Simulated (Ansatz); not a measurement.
# Effect of C interstitial (started 1.66 Å from the nearest host atom), symmetric start on ZrC

The parent structure is a 16-atom supercell of ZrC in the rock salt structure (space group Fm-3m, No. 225; a = 4.709 Å) at its relaxed geometry.

Now apply this change: a neutral C interstitial (started 1.66 Å from the nearest host atom), symmetric start, atoms relaxed at fixed cell.

Method: Kohn–Sham DFT with the PBE functional, run in Ansatz (an electronic-structure program) with PAW and 420 eV plane waves, spin-orbit coupling left out. Γ-centred 6×6×6 mesh, Fermi–Dirac width 0.05 eV.

```csv
quantity,base,changed,shift
pressure,0.0 GPa,10.4 GPa,+10.35 GPa
largest displacement of a host atom from its site in the perfect cell,–,0.33 Å,–
final site of the added atom,–,2 C at 1.42 Å and 6 Zr at 1.99–2.84 Å,–
```

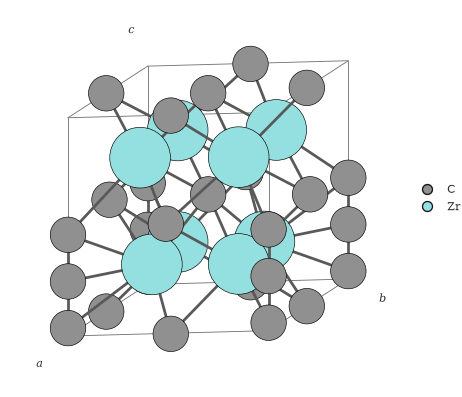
Fig. 1. The relaxed cell after the change

Cost of the whole job for the changed cell (relaxation, final SCF and bands): very roughly 10 core-minutes.

The cell is small, so the values are those of an ordered compound at a high defect concentration; dilute-limit values will differ. The defect started on the symmetric site and kept its symmetry, so it may sit on a saddle. The final runs are not spin-polarised. The defect cell is not spin-polarised.
